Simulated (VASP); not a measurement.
Band structure of CdTe (zinc blende). These are r2SCAN meta-GGA, VASP's PBE PAW potentials (set 64) (plane waves; VASP 6.6.1) values and carry that method's errors.

Unless said otherwise, spin-orbit coupling is left out, though it shifts the bands of the heavy elements here.

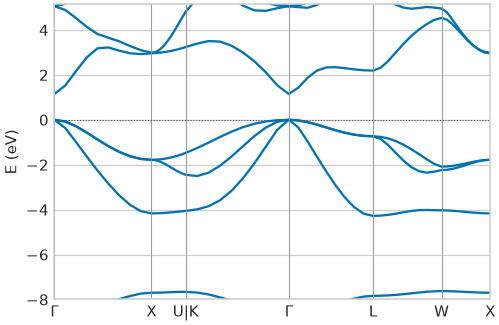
Figure: Bands along high-symmetry lines, zero at the valence-band maximum or, without a gap, the Fermi level

Q: Read the plot: is there a gap, and where are the band edges?

A: The gap is direct, 1.15 eV, from the valence maximum at Γ to the conduction minimum at Γ.

Measured: gap 1.63 eV (computed value off by -0.48 eV), as given by Anna Miglio et al., npj Computational Materials (2020), arXiv:2011.12765 [zero-point renormalisation of 16 meV (experimental, the table's column) added back].

The compound is CdTe in the zinc blende structure. It was relaxed first.
